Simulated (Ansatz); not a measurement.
```
atom    x (Å)    y (Å)    z (Å)
   C   1.4283  -0.7268   1.2566
   C  -0.1415   0.2286  -0.2761
   N   0.7992   0.4687   0.7787
   N   1.4031   3.8173   2.0100
  Zn   1.1482   2.1170   1.4418
   H   0.6988  -1.4618   1.6642
   H   2.1473  -0.5119   2.0642
   H   1.9918  -1.2622   0.4601
   H   0.3263  -0.2481  -1.1661
   H  -0.6074   1.1645  -0.6253
   H  -0.9704  -0.4458   0.0347
   H   1.1158   4.0536   2.9559
   H   2.3117   4.2442   1.8508
```

Geometry: PBE0-D4/def2-SVP.

All numbers below come from isolated molecule in a Gaussian basis; Kohn-Sham density functional theory, functional PBE0 in Ansatz 0.2.0.

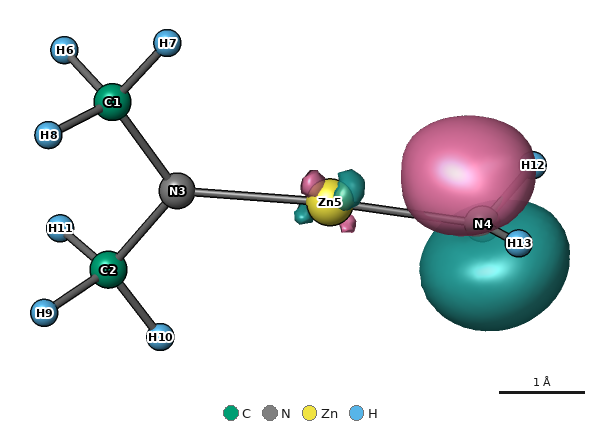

C₂H₈N₂Zn (SMILES C[N](C)[Zn][NH2]). The HOMO−1 at ±0.2 Å⁻³ᐟ² (teal and pink are the two phases), seen at a tilt.

Describe this orbital and give its energy.

Answer. It lies mainly on N4 (about 75 %), Zn5 (about 15 %), H12 (about 5 %) and H13 (about 5 %); largely a lone pair of N4. Its energy is −6.91 eV.
